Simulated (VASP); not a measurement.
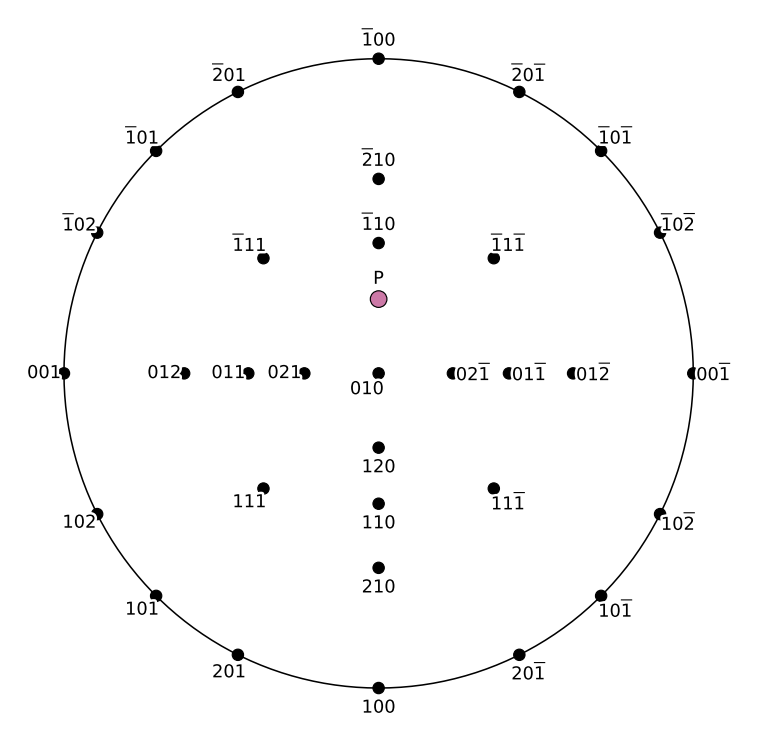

Stereographic projection of plane normals (upper hemisphere) centred on (0 1 0). Crystal: LiV3, a model structure set up as the input of an electronic-structure calculation (not necessarily at equilibrium). Symmetry computed with spglib at a tolerance of 0.002 Å; standard conventional cell.

a = 3.736 Å, b = 3.736 Å, c = 3.736 Å, α = 90.00°, β = 90.00°, γ = 90.00°.

Index the pole marked P.

Answer. P is (−1 2 0), 26.6° from the centre.

What is the angle between the normals of (1 0 2) and (−1 0 −1), and what are their d_hkl = 1/|g|?

Answer. 161.6°; d = 1.671 Å and 2.642 Å.
